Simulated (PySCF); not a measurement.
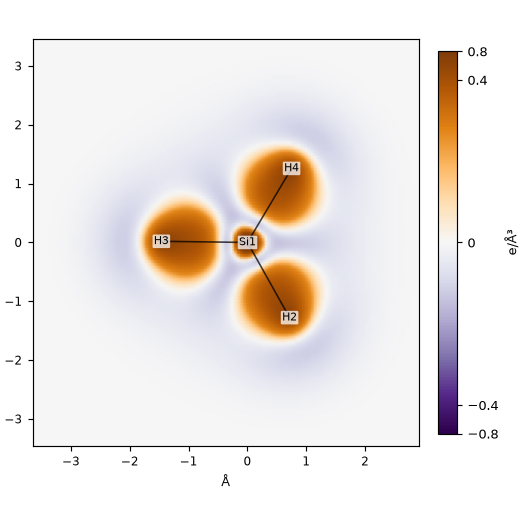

*H3Si, charge +1, SMILES `[SiH3+]`. Deformation density (molecule less spherical, spin-averaged free atoms) in the molecular plane; colour scale in e/Å³, logarithmic beyond ±0.1; orange: gain, purple: loss.*

Computed with PySCF, BP86/6-31G*, geometry: GFN2-xTB. No frequency check shows the geometry to be a minimum.

Coordinates in Å:

```
Si1      0.0000    0.0000    0.0000
H2       1.4615   -0.0986    0.0000
H3      -0.8162   -1.2165    0.0000
H4      -0.6455    1.3151    0.0000
```

> How much density has each bond in this plane gained at its critical point, relative to the free atoms?

Si1–H2, Si1–H3 and Si1–H4: +0.27 e/Å³ at the bond critical point (bond length 1.47 Å, Mayer order 0.9). In all, 0.7 electrons gather in the regions of gain relative to the promolecule of neutral atoms (the regions of loss give up this much and the cation's charge besides).

> Where do the Hirshfeld charges lie?

The highest Hirshfeld charge is on Si1 (+0.88 e), the lowest on H2, H3 and H4 (+0.04 e).

```csv
atom,charge (e)
Si1,+0.88
H2,+0.04
H3,+0.04
H4,+0.04
```
